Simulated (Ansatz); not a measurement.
# CH4BFOSi (SMILES O=CB[SiH2]F): MP2/6-31++G(d,p) (Cartesian functions)

What is the vertical electron affinity of CH4BFOSi at MP2/6-31++G** (Cartesian functions)? 

The results are computed with Ansatz 0.2.0.

6 further runs of the same task are left out: 3 that didn't finish, 3 set aside as unsound or not needed.

### Step 1. Starting point

CH4BFOSi has 9 atoms, charge 0, and is taken as a singlet. As SMILES, `O=CB[SiH2]F`. The coordinates come from a PBE0-D4/def2-TZVP relaxation. This is one conformer, not always the lowest.

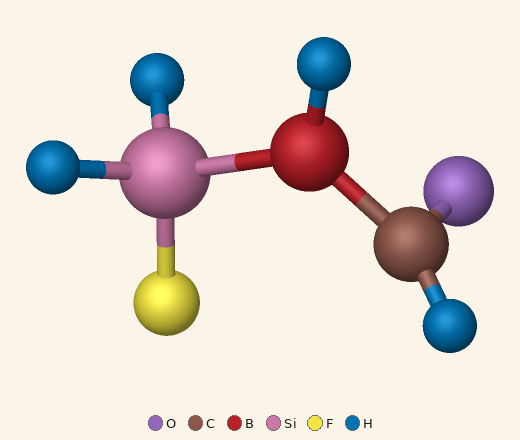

The structure, seen from a chosen angle (oxygen purple, carbon brown, boron red, silicon pink, fluorine yellow, hydrogen blue).

### Step 2. A single-point energy at MP2/6-31++G(d,p) (Cartesian functions)

input.yaml

```yaml
crystal:
  periodic: [false, false, false]
  atoms:
    - {symbol: O, position_ang: [-0.789500, 0.780400, 1.703800]}
    - {symbol: C, position_ang: [-0.128300, 1.442100, 0.910400]}
    - {symbol: B, position_ang: [0.628100, 0.188700, 0.495800]}
    - {symbol: Si, position_ang: [-0.077200, -1.007600, -0.945000]}
    - {symbol: F, position_ang: [-1.360800, -0.349200, -1.659700]}
    - {symbol: H, position_ang: [-0.262400, 2.525000, 0.778500]}
    - {symbol: H, position_ang: [1.608700, -0.084900, 1.121700]}
    - {symbol: H, position_ang: [0.964000, -1.202600, -1.991900]}
    - {symbol: H, position_ang: [-0.494200, -2.338100, -0.430900]}
basis:
  gaussian: {orbitals: "6-31++G**"}
correlation: {method: mp2, frozen_orbitals: {B: 1, C: 1, F: 1, H: 0, O: 1, Si: 5}}
```

Command:

```sh
ansatz run input.yaml --threads 1 --pin off --max-ram 2610MiB --events-out events.jsonl --progress --plain --runs-dir runs
```

What it wrote:

```text
Warning: RAYON_NUM_THREADS=1 ignored (pool sized by the plan → 1); use --threads N
Functional definition: HF
  name "HF"
  exchange = exact_x
  correlation = 0
1069 factors; integrals over basis functions are off by at most 1.1e-3 eV
mean field evaluation 1: about -14366.7824 eV, gradient 4.0e1 eV
mean field evaluation 2: about -14366.8532 eV, gradient 4.0e1 eV
mean field evaluation 4: about -14370.6315 eV, gradient 5.0e0 eV
mean field evaluation 8: about -14370.7291 eV, gradient 4.8e-1 eV
mean field evaluation 16: about -14370.7317 eV, gradient 3.0e-6 eV
mean field -14370.73170310 eV, -528.1146492570 hartree, gradient 3.0e-6 eV, S^2 0.000000; 0 other end points of the search recorded, 0 dependent functions left out
9 core orbitals not correlated: weight in the atoms' cores, before any rotation towards them, 1.000 or more for the frozen orbitals, at most 0.000 for the correlated occupied ones
reference -14370.73170310 eV, -528.1146492570 hartree; 14, 14 occupied and 100, 100 virtual orbitals, 1069 factors
second order -18.13205310 eV of doubles, -0.00000000 eV of singles
Total energy: -14388.86375620 eV, -528.7809899181 hartree
```

Run time: 3 s. Hardware: 1 thread of Arm Neoverse V1, shared host.

### Step 3. The doublet anion, same level

input.yaml, as its differences from that of step 2:

```diff
@@ -14,2 +14,4 @@
   gaussian: {orbitals: "6-31++G**"}
+total_charge: -1
+magnetization: {spin_polarized: true, initial_magnetization: 1}
 correlation: {method: mp2, frozen_orbitals: {B: 1, C: 1, F: 1, H: 0, O: 1, Si: 5}}
```

Command:

```sh
ansatz run input.yaml --threads 1 --pin off --max-ram 2610MiB --events-out events.jsonl --progress --plain --runs-dir runs
```

What it wrote, cut to the lines that bear on the results:

```text
Warning: RAYON_NUM_THREADS=1 ignored (pool sized by the plan → 1); use --threads N
[... 2 set-up lines as earlier in the session ...]
[...]
1069 factors; integrals over basis functions are off by at most 1.1e-3 eV
[...]
mean field -14369.80855615 eV, -528.0807242326 hartree, gradient 2.2e-6 eV, S^2 0.750981; 19 other end points of the search recorded, 0 dependent functions left out
9 core orbitals not correlated: weight in the atoms' cores, before any rotation towards them, 1.000 or more for the frozen orbitals, at most 0.000 for the correlated occupied ones
reference -14369.80855615 eV, -528.0807242326 hartree; 15, 14 occupied and 99, 100 virtual orbitals, 1069 factors
second order -18.30655187 eV of doubles, -0.00000000 eV of singles
Total energy: -14388.11510802 eV, -528.7534776052 hartree
```

Wall time 32 s (1 thread of Arm Neoverse V1, shared host); peak memory 0.4 GiB.

### Step 4. Results

At MP2/6-31++G** (Cartesian functions), 9 core orbitals frozen:

| quantity | value |
| --- | --- |
| singlet CH4BFOSi: total energy | -528.78099 Eh |
| singlet CH4BFOSi: correlation energy (9 core orbitals frozen) | -666.3 mEh |
| doublet anion: total energy | -528.75348 Eh |
| doublet anion: correlation energy (9 core orbitals frozen) | -672.8 mEh |
| doublet anion: ⟨S²⟩ of the reference determinant | 0.751 |
| vertical electron affinity (to the doublet anion) | -0.749 eV |

In words: The anion lies 0.75 eV (72.2 kJ/mol) above the neutral: the electron isn't bound at this level, and such a value depends on the basis.
